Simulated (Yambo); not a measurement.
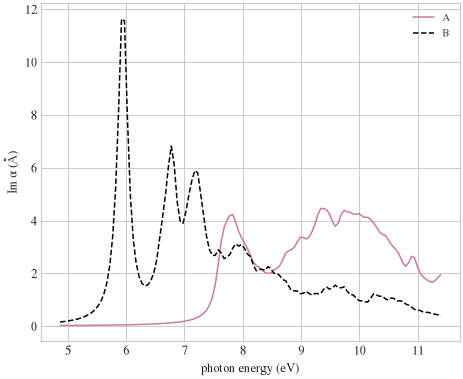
*Two computed absorption spectra of a free-standing CaI2 monolayer (symmetry P-3m1, slab cell 16.5 Å high) (Yambo, PBEsol bands with the same scissor, field along x)*

**Question.** Which curve includes the electron-hole attraction (BSE), and where are its main peaks?

**Answer.** Curve B: the attraction moves weight to lower energy (centre of the plotted range 7.5 eV against 9.3 eV). Its peaks lie at 5.9 eV, 6.8 eV, 7.2 eV, 7.9 eV. Settings: 12×12×1 mesh, 6 valence and 9 conduction bands, static screening with 66 bands and a 3 Ry block, scissor 3.20 eV, Tamm-Dancoff, stochastic integration of W near q = 0. The scissor comes from a G0W0 run whose convergence isn't established. Broadening 0.1 eV. The band window holds all transitions up to 11.4 eV. Fine structure above the onset can come from the mesh.

Spin-orbit coupling is not included.

Geometry relaxed with PBEsol; primitive cell a = 4.4357 Å, b = 4.4357 Å, c = 16.5000 Å, α = 90.00°, β = 90.00°, γ = 120.00°.

This is a model layer cut from the bulk structure; whether it is stable on its own was not checked.
